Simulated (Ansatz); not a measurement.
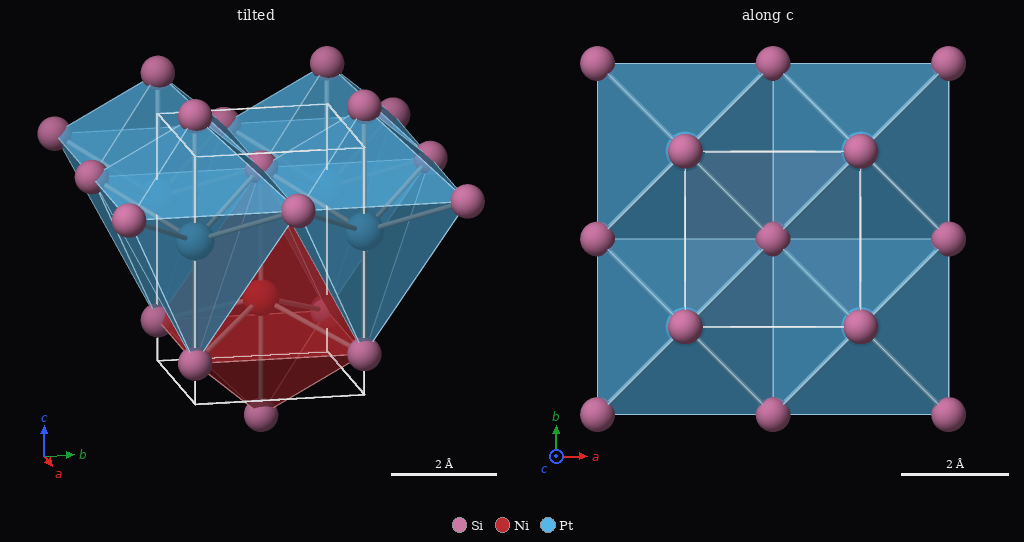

This polyhedral model is shown slightly off an axis and along the c axis. The conventional unit cell is outlined; an atom on or near a face, edge or corner is repeated at each equivalent position. A few atoms beyond the faces are included.

Si2NiPt, space group P4mm (No. 99), a = 3.308 Å, b = 3.308 Å, c = 4.885 Å, α = 90.00°, β = 90.00°, γ = 90.00°. The initial geometry was a structure type filled with these elements by a generator (whether the compound takes this form wasn't checked). Earlier steps of the study may have refined or changed the cell and positions. Ansatz was used for an electronic-structure calculation on it.

This one geometry was computed with Ansatz (DFT, plane waves, PAW) at three levels of theory: PBE with spin-orbit coupling, PBE and r2SCAN.

### Which level gives the highest pressure at this volume, and what does that say about its equilibrium volume?

Highest: PBE with spin-orbit coupling (-0.3 GPa) and PBE (0.0 GPa), which points to the largest equilibrium volume. Lowest, with the smallest volume: r2SCAN (-4.7 GPa). Levels within 0.5 GPa of each other can't be told apart.

### How does the band gap change with the level of theory?

All levels give a metal.

### Collect the results in a table.

| level | cutoff (eV) | k-mesh of the run's cell | gap (eV) | pressure (GPa) |
| --- | --- | --- | --- | --- |
| PBE with spin-orbit coupling | 420 | 14×14×10 | metal | -0.3 |
| PBE | 420 | 14×14×10 | metal | 0.0 |
| r2SCAN | 500 | 14×14×10 | metal | -4.7 |

Gaps are taken on the k-mesh or band path of each run.
